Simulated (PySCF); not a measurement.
# Two runs on C4H8O2

System: C4H8O2 (1,4-Dioxane), SMILES C1COCCO1.
Method of run 1: GIAO PBE0/STO-3G NMR shielding, non-relativistic, gas phase (PySCF 2.14.0).

The geometry comes from this level: PBE0-D3(BJ)/def2-SVP. Text and figures count atoms from 1; the logs count them from 0 in places.

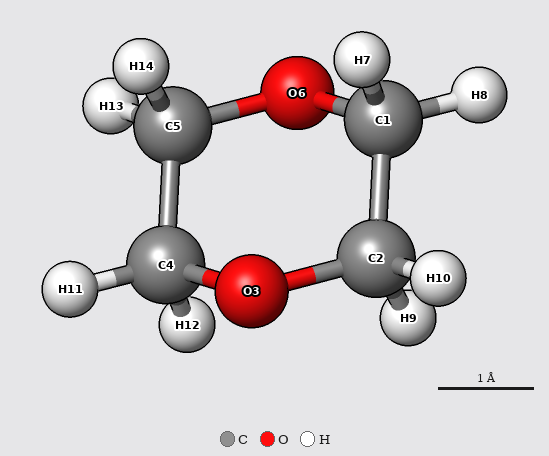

Figure 1. The structure (ball-and-stick view, seen at a tilt; atoms are numbered from 1 in the order of the input).

The input, run 1:
```
{"job": {"kind": "nmr", "xc": "PBE0", "basis": "STO-3G", "pop": true}, "charge": 0, "multiplicity": 1}
C      0.485953     1.279652     0.202696
C      1.348409     0.036112     0.308575
O      0.574263    -1.072711     0.691741
C     -0.485953    -1.279652    -0.206963
C     -1.348410    -0.036112    -0.312841
O     -0.574263     1.072711    -0.696008
H      0.092516     1.535532     1.208370
H      1.071664     2.134496    -0.167836
H      1.833771    -0.154230    -0.671249
H      2.137227     0.165927     1.065040
H     -1.071663    -2.134496     0.163568
H     -0.092516    -1.535531    -1.212638
H     -2.137228    -0.165927    -1.069305
H     -1.833770     0.154230     0.666983
```

The first line tells a small driver script what to run in PySCF; the rest is the geometry in Å.

Command:
```bash
OMP_NUM_THREADS=1 python <driver script> task.json out
```

Hardware: 1 CPU thread, shared host.

Output (run 1):
```
coarse grid: 11480 points
cycle   1  E = -303.3339794349  dE =  1.038e+00  |g| = 5.531e-01  |ddm| = 4.704e+00
cycle   2  E = -303.3306596373  dE =  3.320e-03  |g| = 6.067e-01  |ddm| = 1.553e+00
cycle   3  E = -303.4350493569  dE = -1.044e-01  |g| = 2.365e-02  |ddm| = 7.870e-01
cycle   4  E = -303.4352182952  dE = -1.689e-04  |g| = 1.078e-02  |ddm| = 5.430e-02
cycle   5  E = -303.4352575796  dE = -3.928e-05  |g| = 2.332e-04  |ddm| = 1.602e-02
cycle   6  E = -303.4352576062  dE = -2.668e-08  |g| = 2.913e-05  |ddm| = 5.835e-04
final grid: 110224 points
cycle   7  E = -303.3980631473  dE = -2.963e-06  |g| = 6.966e-03  |ddm| = 1.829e-02
cycle   8  E = -303.3980625273  dE =  6.200e-07  |g| = 7.122e-03  |ddm| = 1.706e-02
cycle   9  E = -303.3980768658  dE = -1.434e-05  |g| = 1.282e-04  |ddm| = 8.729e-03
cycle  10  E = -303.3980768717  dE = -5.904e-09  |g| = 7.476e-06  |ddm| = 2.143e-04
cycle  11  E = -303.3980768717  dE = -2.922e-11  |g| = 8.244e-07  |ddm| = 1.975e-05
converged SCF energy = -303.3980768717

GIAO shielding tensors (ppm)
atom      isotropic    diamagn.    paramagn.     s11        s22        s33       span
  0 C      184.507     246.606     -62.099    163.368    174.294    215.858     52.491
  1 C      184.487     246.604     -62.117    163.300    174.307    215.855     52.555
  2 O      373.014     372.085       0.930    340.617    367.879    410.546     69.929
  3 C      184.507     246.602     -62.096    163.368    174.294    215.858     52.491
  4 C      184.487     246.604     -62.117    163.300    174.307    215.855     52.555
  5 O      373.014     372.069       0.945    340.617    367.879    410.546     69.929
  6 H       31.081      31.051       0.030     26.949     27.917     38.377     11.428
  7 H       30.705      29.630       1.075     26.209     27.487     38.418     12.209
  8 H       31.080      31.046       0.034     26.952     27.914     38.374     11.422
  9 H       30.703      29.631       1.072     26.215     27.482     38.411     12.197
 10 H       30.705      29.631       1.074     26.210     27.487     38.419     12.209
 11 H       31.081      31.046       0.035     26.949     27.917     38.377     11.428
 12 H       30.703      29.627       1.076     26.215     27.482     38.411     12.197
 13 H       31.080      31.050       0.030     26.952     27.914     38.374     11.422
```

The input of run 2 differs as follows (lines with − go, lines with + come):
```diff
-"basis": "STO-3G"
+"basis": "6-31G*"
```

Predict how the results change.

The total energy of run 2 is 2452.3 kcal/mol lower, which measures the change of basis and not a stability. The HOMO goes from −3.51 to −6.65 eV. The LUMO goes from 8.09 to 2.98 eV. Of all shieldings, the largest change is that of O3 and O6, by −65.1 ppm. The SCF takes 13 iterations against 11. The basis functions go from 38 to 100.

Output (run 2):
```
coarse grid: 11480 points
cycle   1  E = -307.2674773937  dE =  8.743e-01  |g| = 6.840e-01  |ddm| = 3.343e+00
cycle   2  E = -307.1717687183  dE =  9.571e-02  |g| = 9.979e-01  |ddm| = 1.565e+00
cycle   3  E = -307.3575012507  dE = -1.857e-01  |g| = 6.466e-02  |ddm| = 9.949e-01
cycle   4  E = -307.3582790943  dE = -7.778e-04  |g| = 2.211e-02  |ddm| = 6.487e-02
cycle   5  E = -307.3583945974  dE = -1.155e-04  |g| = 7.002e-03  |ddm| = 2.682e-02
cycle   6  E = -307.3584054560  dE = -1.086e-05  |g| = 4.730e-04  |ddm| = 7.369e-03
cycle   7  E = -307.3584055141  dE = -5.814e-08  |g| = 3.360e-05  |ddm| = 5.833e-04
final grid: 110224 points
cycle   8  E = -307.3060383797  dE = -1.433e-05  |g| = 1.197e-02  |ddm| = 1.998e-02
cycle   9  E = -307.3060083057  dE =  3.007e-05  |g| = 1.756e-02  |ddm| = 2.050e-02
cycle  10  E = -307.3060673248  dE = -5.902e-05  |g| = 1.029e-03  |ddm| = 1.219e-02
cycle  11  E = -307.3060675735  dE = -2.487e-07  |g| = 1.583e-04  |ddm| = 1.254e-03
cycle  12  E = -307.3060675785  dE = -5.023e-09  |g| = 2.396e-05  |ddm| = 1.641e-04
cycle  13  E = -307.3060675787  dE = -1.207e-10  |g| = 3.001e-06  |ddm| = 3.341e-05
converged SCF energy = -307.3060675787

GIAO shielding tensors (ppm)
atom      isotropic    diamagn.    paramagn.     s11        s22        s33       span
  0 C      130.995     242.871    -111.876    110.597    123.146    159.243     48.646
  1 C      130.969     242.867    -111.898    110.519    123.149    159.239     48.720
  2 O      307.916     388.478     -80.562    267.466    308.181    348.102     80.636
  3 C      130.995     242.864    -111.869    110.597    123.146    159.243     48.646
  4 C      130.969     242.872    -111.903    110.519    123.149    159.239     48.720
  5 O      307.916     388.471     -80.554    267.466    308.181    348.102     80.636
  6 H       28.407      28.732      -0.325     24.122     27.733     33.366      9.244
  7 H       28.632      28.596       0.036     25.094     27.357     33.446      8.352
  8 H       28.407      28.733      -0.325     24.129     27.731     33.362      9.234
  9 H       28.630      28.596       0.034     25.097     27.353     33.440      8.343
 10 H       28.632      28.595       0.037     25.094     27.357     33.446      8.352
 11 H       28.407      28.731      -0.324     24.122     27.733     33.366      9.244
 12 H       28.630      28.596       0.034     25.097     27.353     33.440      8.343
 13 H       28.407      28.733      -0.325     24.129     27.731     33.362      9.234
```

The two runs side by side:

| quantity | run 1 | run 2 |
| --- | --- | --- |
| outcome | converged | converged |
| total energy (hartree) | −303.398077 | −307.306068 |
| HOMO (eV) | −3.51 | −6.65 |
| LUMO (eV) | 8.09 | 2.98 |
| dipole moment (D) | 0.00 | 0.00 |
| shielding of C1 (ppm) | 184.5 | 131.0 |
| shielding of C2 (ppm) | 184.5 | 131.0 |
| shielding of O3 (ppm) | 373.0 | 307.9 |
| shielding of C4 (ppm) | 184.5 | 131.0 |
| shielding of C5 (ppm) | 184.5 | 131.0 |
| shielding of O6 (ppm) | 373.0 | 307.9 |
| shielding of H7 (ppm) | 31.1 | 28.4 |
| SCF iterations | 11 | 13 |
| basis functions | 38 | 100 |
| wall time (shared host) | 4.9 s | 15 s |
